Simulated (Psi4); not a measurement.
Approach curve of the dimer H4O4Si ··· H3ClSi (SMILES O[Si](O)(O)O and [SiH3]Cl), singlet. Monomers: optimised at B3LYP-D3(BJ) (def2-TZVP), held rigid. Orientation: lowest of the rigid-body minima from ten starts at GFN2-xTB. Only R, the distance of the centres of mass, is varied, so the lowest point isn't the relaxed dimer.

Calculation: Psi4 with SAPT0/jun-cc-pVDZ, frozen core.

Components in kJ/mol:

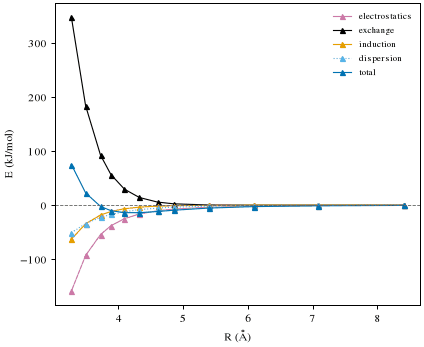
Figure: Components of the interaction energy.

| R / Å | electrostatics | exchange | induction | dispersion | total |
|---|---|---|---|---|---|
| 3.28 | -158.79 | 347.83 | -62.99 | -50.86 | 75.19 |
| 3.50 | -92.83 | 183.84 | -34.32 | -33.95 | 22.74 |
| 3.73 | -54.24 | 92.49 | -18.11 | -22.49 | -2.34 |
| 3.89 | -38.15 | 56.74 | -11.64 | -17.04 | -10.09 |
| 4.10 | -24.86 | 29.52 | -6.57 | -11.98 | -13.90 |
| 4.33 | -16.28 | 14.22 | -3.56 | -8.27 | -13.89 |
| 4.61 | -10.32 | 5.74 | -1.73 | -5.36 | -11.67 |
| 4.86 | -7.21 | 2.52 | -0.93 | -3.70 | -9.32 |
| 5.40 | -3.71 | 0.41 | -0.28 | -1.76 | -5.34 |
| 6.10 | -1.82 | 0.04 | -0.07 | -0.76 | -2.62 |
| 7.09 | -0.80 | 0.00 | -0.02 | -0.28 | -1.09 |
| 8.41 | -0.32 | 0.00 | 0.00 | -0.09 | -0.42 |
